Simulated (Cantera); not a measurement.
Feed: 1 mol SiHCl₃, a varied amount of CH₄, 1400 mol H₂, at 1450 K and 100000 Pa.

Cantera equilibrium calculation (NASA polynomials, part measured and part estimated; ideal gas, pure solids and liquids). Candidate condensed phases: C, C₆H₆, C₇H₈, C₈H₁₈, Si, SiC; 109 gas species. Mutual solubility and eutectic melting of coexisting phases are not modelled. Kinetics and transport are ignored.

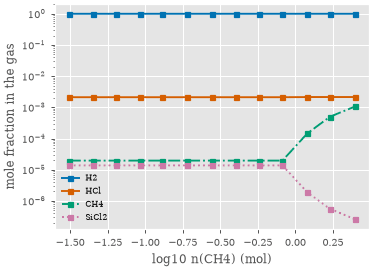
Figure. Equilibrium gas composition (values under 1e-9 drawn at 1e-9)

From 0.031 mol CH₄ to 0.82 mol CH₄ the condensed part is Si(s) + SiC(s). From 1.2 mol CH₄ to 2.5 mol CH₄ the condensed part is SiC(s). The main Si-bearing gas is SiCl₂ throughout.
